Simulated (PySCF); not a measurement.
# Run report: C7H9NO, NMR shielding calculation

- system: C7H9NO, SMILES COCc1cccnc1
- method: GIAO PBE0/pcSseg-1 NMR shielding, non-relativistic, gas phase (PySCF 2.14.0)

The geometry comes from this level: GFN2-xTB, NEB image 8 of 0 to 8. It belongs to a series of runs on one base structure; here: NEB image 8 of 0 to 8. Figures and captions count atoms from 1; the log counts them from 0 in places.

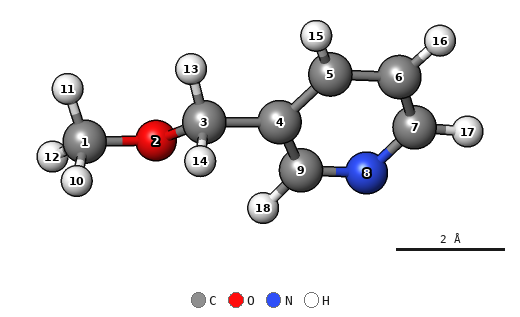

Figure 1. The structure (ball-and-stick view, seen at a tilt; atoms are numbered from 1 in the order of the input). Bond lengths as drawn: C–C 1.38 to 1.50 Å, C–H 1.08 to 1.11 Å, C–N 1.32 Å and C–O 1.40 to 1.41 Å.

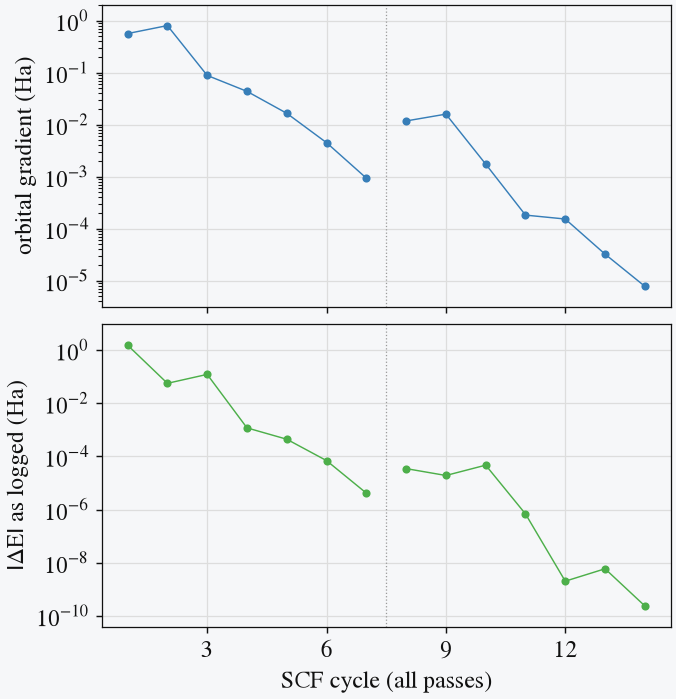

Figure 2. Convergence of the self-consistent field: orbital gradient and size of the energy change against the SCF cycle. The dotted line marks the change from a coarse to the final integration grid. The first 7 cycles use a coarse grid, the final grid takes over at cycle 8, and the field converges after 14 cycles in all.

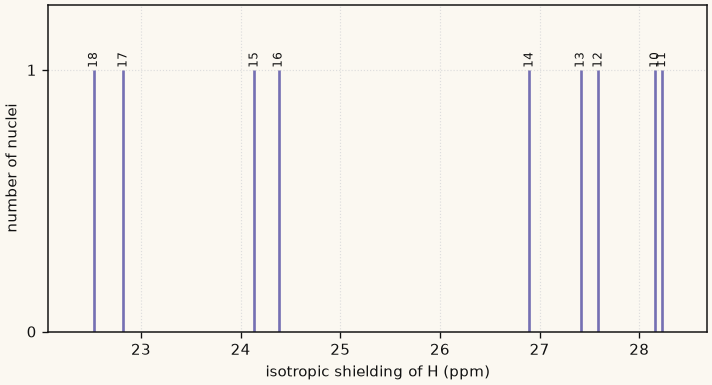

Figure 3. Isotropic shieldings of the hydrogen nuclei in this fixed geometry, labelled by atom number; shielding grows to the right, so chemical shift grows to the left. The least shielded is H18 (22.5 ppm), the most shielded H11 (28.2 ppm).

The input that produced these results follows, with the program's output.

## The input
```
{"job": {"kind": "nmr", "xc": "PBE0", "basis": "pcSseg-1", "pop": false}, "charge": 0, "multiplicity": 1}
C     -3.170700     0.032300    -0.586400
O     -1.781400    -0.026700    -0.766500
C     -1.068800     0.024200     0.446100
C      0.407800    -0.044500     0.180300
C      1.317000     0.630400     0.984900
C      2.670100     0.522500     0.710500
C      3.061400    -0.258900    -0.365700
N      2.205400    -0.903700    -1.139700
C      0.917100    -0.799200    -0.872800
H     -3.530900    -0.809500     0.019200
H     -3.471200     0.968600    -0.098600
H     -3.614300    -0.018200    -1.578300
H     -1.310000     0.951000     0.992700
H     -1.364200    -0.824300     1.090800
H      0.969600     1.232900     1.813200
H      3.400600     1.036700     1.315700
H      4.105800    -0.373800    -0.624600
H      0.248000    -1.333400    -1.532500
```

The first line tells a small driver script what to run in PySCF; the rest is the geometry in Å.

Launched with:
```bash
OMP_NUM_THREADS=1 python <driver script> task.json out
```

## Log
```
coarse grid: 15336 points
cycle   1  E = -401.4654305430  dE =  1.529e+00  |g| = 5.668e-01  |ddm| = 3.986e+00
cycle   2  E = -401.4092891826  dE =  5.614e-02  |g| = 8.073e-01  |ddm| = 1.461e+00
cycle   3  E = -401.5309921888  dE = -1.217e-01  |g| = 8.873e-02  |ddm| = 8.725e-01
cycle   4  E = -401.5321732399  dE = -1.181e-03  |g| = 4.381e-02  |ddm| = 1.024e-01
cycle   5  E = -401.5326150380  dE = -4.418e-04  |g| = 1.658e-02  |ddm| = 6.328e-02
cycle   6  E = -401.5326843206  dE = -6.928e-05  |g| = 4.511e-03  |ddm| = 2.242e-02
cycle   7  E = -401.5326884674  dE = -4.147e-06  |g| = 9.387e-04  |ddm| = 4.591e-03
final grid: 149008 points
cycle   8  E = -401.5955611041  dE = -3.463e-05  |g| = 1.181e-02  |ddm| = 3.905e-02
cycle   9  E = -401.5955420096  dE =  1.909e-05  |g| = 1.597e-02  |ddm| = 2.163e-02
cycle  10  E = -401.5955887064  dE = -4.670e-05  |g| = 1.747e-03  |ddm| = 1.230e-02
cycle  11  E = -401.5955893889  dE = -6.825e-07  |g| = 1.824e-04  |ddm| = 1.900e-03
cycle  12  E = -401.5955893910  dE = -2.011e-09  |g| = 1.533e-04  |ddm| = 3.568e-04
cycle  13  E = -401.5955893968  dE = -5.889e-09  |g| = 3.237e-05  |ddm| = 1.875e-04
cycle  14  E = -401.5955893971  dE = -2.356e-10  |g| = 7.785e-06  |ddm| = 3.424e-05
converged SCF energy = -401.5955893971

GIAO shielding tensors (ppm)
atom      isotropic    diamagn.    paramagn.     s11        s22        s33       span
  0 C      125.417     241.804    -116.387     94.253     98.637    183.360     89.107
  1 O      313.662     398.920     -85.258    278.219    313.872    348.895     70.676
  2 C      108.460     246.450    -137.990     77.881     92.701    154.797     76.916
  3 C       47.762     263.750    -215.989    -55.490     26.912    171.862    227.352
  4 C       48.617     250.336    -201.719    -59.529     32.647    172.733    232.262
  5 C       59.761     258.260    -198.499    -53.195     55.267    177.211    230.406
  6 C       32.475     250.970    -218.494    -76.123     26.839    146.710    222.833
  7 N      -93.850     331.282    -425.133   -416.808   -176.487    311.744    728.553
  8 C       31.456     248.457    -217.000    -75.624     19.973    150.020    225.644
  9 H       28.161      27.839       0.321     24.569     25.862     34.051      9.482
 10 H       28.228      28.000       0.228     24.552     25.823     34.308      9.757
 11 H       27.590      27.617      -0.028     23.465     25.354     33.949     10.484
 12 H       27.411      32.571      -5.160     22.847     27.057     32.328      9.481
 13 H       26.898      31.476      -4.578     24.067     27.009     29.616      5.549
 14 H       24.139      32.932      -8.794     20.648     23.070     28.698      8.049
 15 H       24.381      30.140      -5.760     21.641     23.784     27.717      6.076
 16 H       22.824      28.135      -5.311     18.869     22.936     26.666      7.797
 17 H       22.527      32.161      -9.635     17.431     21.150     28.998     11.567
```

## Results in brief

```csv
quantity,value
outcome,converged
total energy,−401.595589 hartree
HOMO,−7.19 eV
LUMO,−0.67 eV
dipole moment,3.47 D
"isotropic shielding, C",31.5 to 125.4 ppm
"isotropic shielding, O",313.7 ppm
"isotropic shielding, N",−93.9 ppm
"isotropic shielding, H",22.5 to 28.2 ppm
hardware,"1 CPU thread, shared host"
wall time,32 s
peak memory,0.94 GiB
```
